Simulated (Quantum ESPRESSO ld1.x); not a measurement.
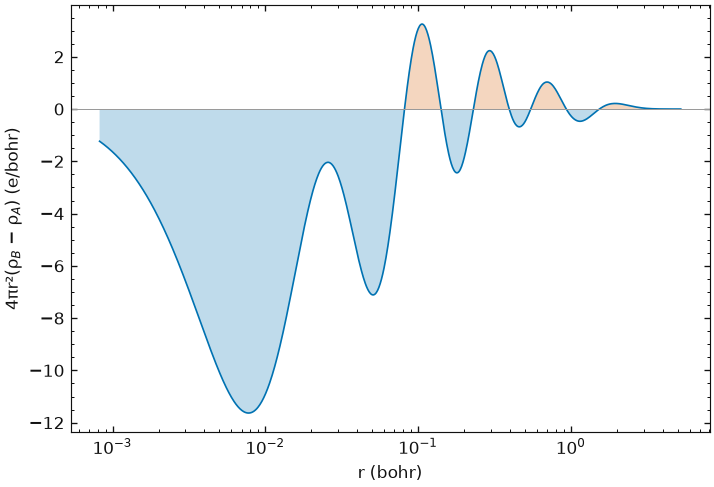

The promethium ion Pm³⁺ in [Xe] 4f4 was computed at two levels of relativity: the Dirac run; the non-relativistic run. Computed with Quantum ESPRESSO ld1.x 7.5. Models: Dirac Kohn-Sham, LDA (Slater exchange, VWN5 correlation), spin-unpolarised, spherical densities, point nucleus and non-relativistic Kohn-Sham, LDA (Slater exchange, VWN5 correlation), spin-unpolarised, spherical densities, point nucleus.

The plot shows the radial density of run B less that of run A; on the logarithmic r axis, areas aren't charges.

Question: Assign A and B and describe the change of the density.

Answer: A is the Dirac run; B is the non-relativistic run. B holds 0.79 electrons more than A where the difference is positive (most at r = 0.11 bohr) and 0.79 electrons fewer where it is negative (most at r = 0.0077 bohr), with no net change. Relativity draws the inner s and p1/2 density in, so the more relativistic run gains charge close to the nucleus.
